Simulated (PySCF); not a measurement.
**C6H9F2 (doublet): density, localisation and related maps**

```xyz
17

C     3.0297   -0.0248    0.0325
C     1.8020    0.1269    0.6184
C     0.6032   -0.0531   -0.0361
C    -0.7288    0.1271    0.6059
C    -1.5606    1.1923   -0.1192
C    -1.4940   -1.2008    0.5805
F    -0.8246   -2.1592    1.2650
F    -2.6983   -1.0822    1.1936
H     3.1187   -0.3018   -1.0032
H     3.9385    0.1247    0.5852
H     1.7655    0.4047    1.6647
H     0.6043   -0.3356   -1.0790
H    -0.6057    0.4085    1.6567
H    -1.0525    2.1510   -0.0651
H    -1.6903    0.9257   -1.1658
H    -2.5400    1.2862    0.3433
H    -1.6741   -1.5776   -0.4381
```

Geometry: GFN2-xTB.

Theory: UKS B3LYP, pcH-1 on C F H, non-relativistic, mean-field spin-orbit, GIAO in PySCF.

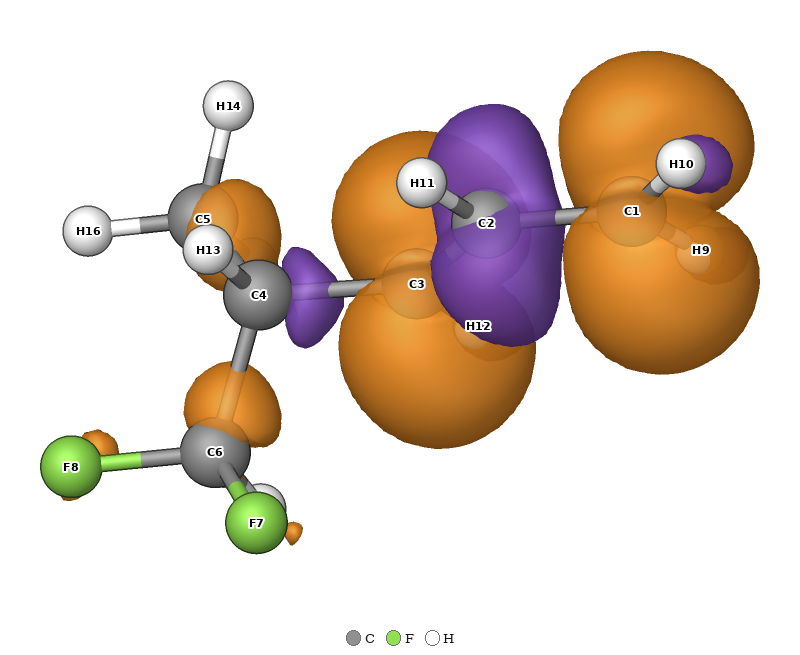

Figure 1. Isosurfaces of the spin density (α minus β) at +0.015 (orange) and −0.015 e/Å³ (purple), seen at an oblique angle.

Q: Which atoms carry the spin?

A: The unpaired spin (1 electron) lies mostly on C1 (about 0.4) and C3 (about 0.4), in electrons by Hirshfeld's partition, with opposite, polarisation-induced spin on C2.

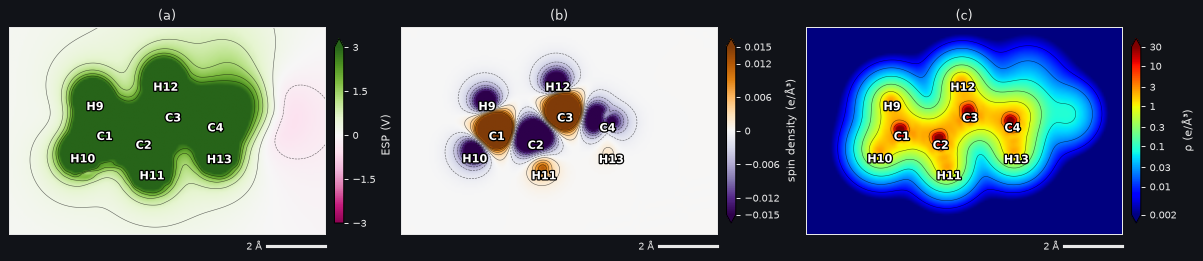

Figure 2. (a) electrostatic potential; (b) spin density; (c) total electron density on the plane of atoms C1, C2 and H11.

Q: Read the bonding off the picture.

A: The plane passes through C and H nuclei.
C–C (1.37 Å): the density is about 1.8 e/Å³ at the midpoint.
C–H (1.07 Å): ρ at the midpoint is about 1.5 e/Å³.
C–C (1.49 Å): ρ at the midpoint is about 1.5 e/Å³.

Outside the dense part of the molecule the potential is most negative (−0.5 V) near F8, which lies off the plane.

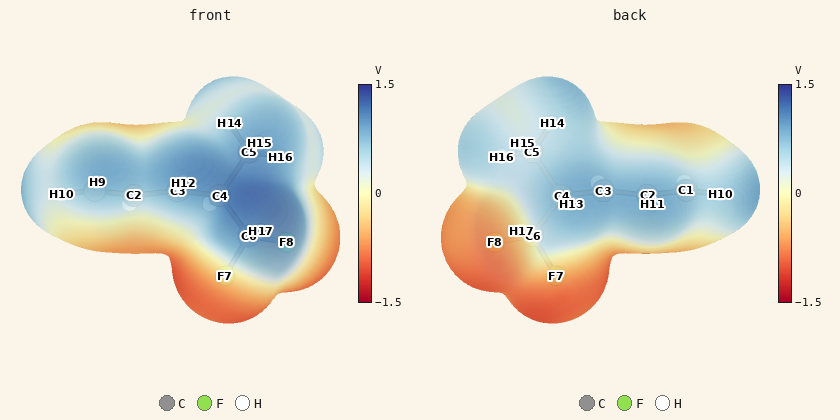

Figure 3. The molecular electrostatic potential painted on the density surface at 0.002 e/bohr³, seen from the front and from behind; red is negative and blue positive.

Q: Where is the surface potential most negative and most positive?

A: The most negative region (about −1.0 V, or −23 kcal/mol for a unit charge) lies over F7 and F8, the most positive (about +1.2 V, or +28 kcal/mol for a unit charge) over H12 and H17.
